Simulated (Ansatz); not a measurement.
**triplet InCl: levels of theory compared**

Aim: a comparison of 3 runs (UB3LYP/STO-3G, USVWN5/STO-3G, UCCSDT(Q)/STO-3G) of triplet InCl. 

The calculation is run with Ansatz 0.2.0.

47 further runs of the same task are left out: 4 that didn't finish, 43 set aside as unsound or not needed.

**1. Starting point**

InCl has 2 atoms, charge 0, and is taken as a triplet. SMILES of the parent species: `[Cl][In]`. The shape is that of a PBE0-D4/def2-TZVP optimisation. That shape belongs to the parent species and isn't relaxed for this state.

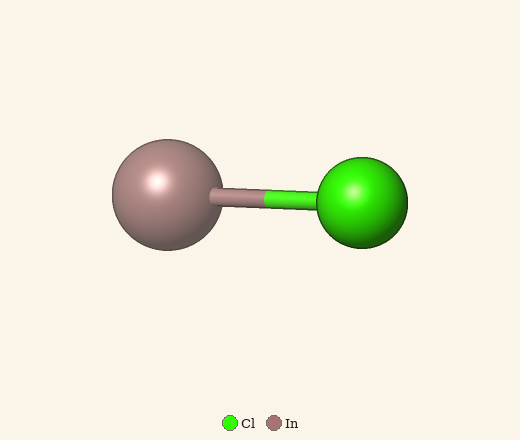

Viewed from a chosen angle; chlorine green, indium brown.

**2. The energy at UB3LYP/STO-3G (run 1)**

File job.yaml:

```yaml
crystal:
  periodic: [false, false, false]
  atoms:
    - symbol: Cl
      position_ang: [0.000000, -0.000000, -0.013930]
    - symbol: In
      position_ang: [-0.000000, 0.000000, 2.399590]
basis:
  gaussian:
    orbitals: STO-3G
magnetization:
  spin_polarized: true
  initial_magnetization: 2
hamiltonian:
  xc: {name: B3LYP}
accuracy: high
```

Run with:

```
ansatz run job.yaml --threads 1 --pin off --max-ram 3480MiB --events-out events.jsonl --progress --plain --runs-dir runs
```

What it wrote:

```text
Warning: RAYON_NUM_THREADS=1 ignored (pool sized by the plan → 1); use --threads N
Functional definition: B3LYP
  name "B3LYP"
  parameter a0 = 0.2
  parameter ax = 0.72
  parameter ac = 0.81
  exchange = (1 - a0 - ax)*slater_x + ax*b88_x + a0*exact_x
  correlation = (1 - ac)*vwn_rpa_c + ac*lyp_c
635 factors; integrals over basis functions are off by at most 1.2e-8 eV
mean field evaluation 1: about -167074.2202 eV, gradient 1.2e1 eV
mean field evaluation 2: about -167072.3459 eV, gradient 2.0e1 eV
mean field evaluation 4: about -167076.6055 eV, gradient 7.5e-1 eV
mean field evaluation 8: about -167076.6153 eV, gradient 2.1e-3 eV
mean field evaluation 16: about -167076.6153 eV, gradient 2.3e-7 eV
mean field -167076.61528553 eV, -6139.9523631458 hartree, gradient 1.8e-8 eV, S^2 2.000867; 1 other end points of the search recorded, 0 dependent functions left out
reference -167076.61531101 eV, -6139.9523640823 hartree; 34, 32 occupied and 2, 4 virtual orbitals, 635 factors
Total energy: -167076.61531101 eV, -6139.9523640823 hartree
```

Wall time 1.4 s (1 thread of AMD EPYC 9R45 (Zen 5), shared host); peak memory 0.18 GiB.

**3. The energy at USVWN5/STO-3G (run 2)**

File run.yaml:

```yaml
crystal:
  periodic: [false, false, false]
  atoms:
    - {symbol: Cl, position_ang: [0.000000, -0.000000, -0.013930]}
    - {symbol: In, position_ang: [-0.000000, 0.000000, 2.399590]}
basis:
  gaussian:
    orbitals: STO-3G
total_charge: 0
magnetization:
  spin_polarized: true
  initial_magnetization: 2
hamiltonian:
  xc: {name: SVWN5}
accuracy: high
```

Run with:

```
ansatz run run.yaml --threads 1 --pin off --max-ram 3480MiB --events-out events.jsonl --progress --plain --runs-dir runs
```

What it wrote:

```text
Warning: RAYON_NUM_THREADS=1 ignored (pool sized by the plan → 1); use --threads N
Functional definition: SVWN5
  name "SVWN5"
  exchange = slater_x
  correlation = vwn5_c
635 factors; integrals over basis functions are off by at most 1.2e-8 eV
mean field evaluation 1: about -166875.7091 eV, gradient 1.7e1 eV
mean field evaluation 2: about -166835.5394 eV, gradient 6.6e1 eV
mean field evaluation 4: about -166882.3583 eV, gradient 4.0e0 eV
mean field evaluation 8: about -166882.5958 eV, gradient 2.6e-1 eV
mean field evaluation 16: about -166882.5891 eV, gradient 4.0e-9 eV
mean field evaluation 32: about -166882.5812 eV, gradient 4.8e-1 eV
mean field evaluation 64: about -166881.1893 eV, gradient 3.5e0 eV
mean field -166882.58909488 eV, -6132.8220321553 hartree, gradient 1.2e-8 eV, S^2 2.001737; 4 other end points of the search recorded, 0 dependent functions left out
reference -166882.58909649 eV, -6132.8220322143 hartree; 34, 32 occupied and 2, 4 virtual orbitals, 635 factors
Total energy: -166882.58909649 eV, -6132.8220322143 hartree
```

Run time: 1.2 s. Hardware: 1 thread of AMD EPYC 9R45 (Zen 5), shared host; peak memory 0.13 GiB.

**4. A single-point energy at UCCSDT(Q)/STO-3G (run 3)**

File input.yaml:

```yaml
crystal:
  periodic: [false, false, false]
  atoms:
    - {symbol: Cl, position_ang: [0.000000, -0.000000, -0.013930]}
    - {symbol: In, position_ang: [-0.000000, 0.000000, 2.399590]}
basis:
  gaussian: {orbitals: STO-3G}
magnetization: {spin_polarized: true, initial_magnetization: 2}
correlation: {method: ccsdt_q, frozen_orbitals: {Cl: 5, In: 18}}
accuracy: high
scf: {omitted_lower_state_checks: [cluster_reference, increment]}
```

Run with:

```
ansatz run input.yaml --threads 1 --pin off --max-ram 3480MiB --events-out events.jsonl --progress --plain --runs-dir runs
```

What it wrote (excerpt; [...] marks lines left out):

```text
Warning: RAYON_NUM_THREADS=1 ignored (pool sized by the plan → 1); use --threads N
Functional definition: HF
  name "HF"
[...]
635 factors; integrals over basis functions are off by at most 1.2e-8 eV
[...]
mean field -167008.14783174 eV, -6137.4362306280 hartree, gradient 1.4e-8 eV, S^2 2.001684; 2 other end points of the search recorded, 0 dependent functions left out
23 core orbitals not correlated: weight in the atoms' cores, before any rotation towards them, 1.000 or more for the frozen orbitals, at most 0.000 for the correlated occupied ones
reference -167008.14783174 eV, -6137.4362306280 hartree; 11, 9 occupied and 2, 4 virtual orbitals, 635 factors
second order -0.24254092 eV of doubles, -0.00000000 eV of singles
cycle   1  -0.29235106 eV  change   -5.0e-2 eV  update   4.1e-2
[...]
cycle  26  -0.37316887 eV  change   2.0e-10 eV  update   1.4e-9
perturbative correction -0.00056309 eV, -0.0000206930 hartree
Total energy: -167008.52156370 eV, -6137.4499650241 hartree
Checks for a lower state left out: cluster_reference, increment
```

It took 2.3 s on 1 thread of AMD EPYC 9R45 (Zen 5), shared host; peak memory 0.21 GiB.

**5. Overview of the runs**

```
run             level  frozen core orbitals   energy (Eh)   ⟨S²⟩  wall time
  1     UB3LYP/STO-3G                     –  -6139.952364  2.001      1.4 s
  2     USVWN5/STO-3G                     –  -6132.822032  2.002      1.2 s
  3  UCCSDT(Q)/STO-3G                    23  -6137.449965  2.002      2.3 s
```

**6. Summary of results**

| quantity | value |
| --- | --- |
| run 3: total energy | -6137.44997 Eh |
| run 3: correlation energy (23 core orbitals frozen) | -13.7 mEh |
| run 3: ⟨S²⟩ of the reference determinant | 2.002 |
| run 3: T1 diagnostic | 0.010 |

Totals of different functionals can't be ranked against each other. In runs 1, 2, 3 the basis is minimal, so the values are rough. In runs 1, 2, 3 relativity is left out where basis or elements ask for it. All runs together took 4.9 s, the longest 2.3 s.
